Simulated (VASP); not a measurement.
Band structure of SrCa (space group Pm-3m). All values below come from PBE GGA, VASP's PBE PAW potentials (set 64) (plane waves; VASP 6.6.1).

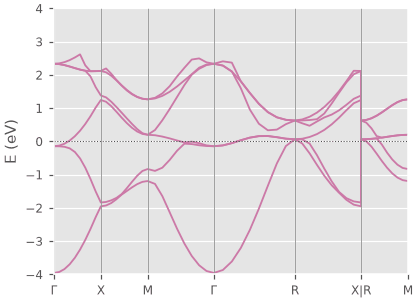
Figure. Bands along high-symmetry lines, zero at the valence-band maximum or, without a gap, the Fermi level

Q: Read the plot: is there a gap, and where are the band edges?

A: It has no gap at this level: it comes out as a metal or semimetal.

The structure was generated: SrCa was put into an ordered model structure, which need not be its known phase. The cell was not relaxed at this level.
